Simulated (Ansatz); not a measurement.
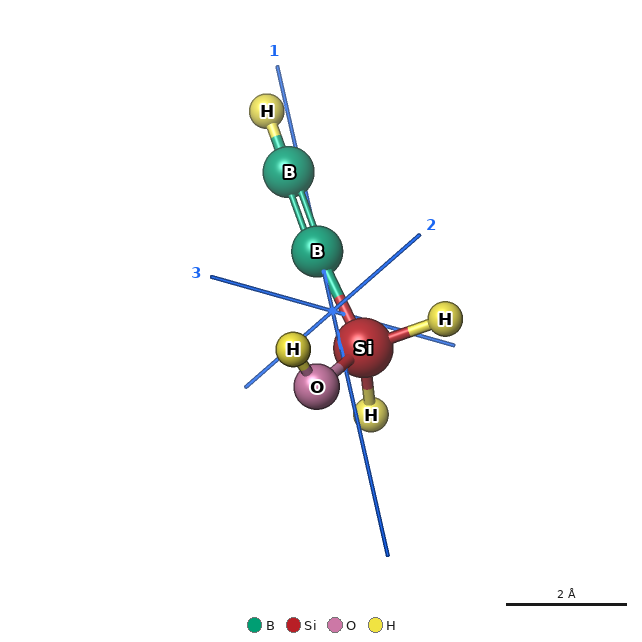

The three principal axes of inertia are drawn and numbered. Depth is shown by fading: the farther an atom, the more it takes the colour of the background. The computed structure is the end point of a PBE0-D4/def2-TZVP optimisation. No frequency run is at hand to confirm it as a minimum. Masses are those of the most abundant isotopes; constants are for the rigid equilibrium geometry.

Which line is the a axis (least moment of inertia), which b and which c?

Answer. a is line 1, b is line 3, c is line 2; the moments are 26.2, 182, 202 u Å².

Classify the rotor and give the rotational constants (cm⁻¹).

Answer. An asymmetric top (C1): A = 0.645, B = 0.0925, C = 0.0834 cm⁻¹. Ray's parameter κ is −0.97, close to the prolate limit.
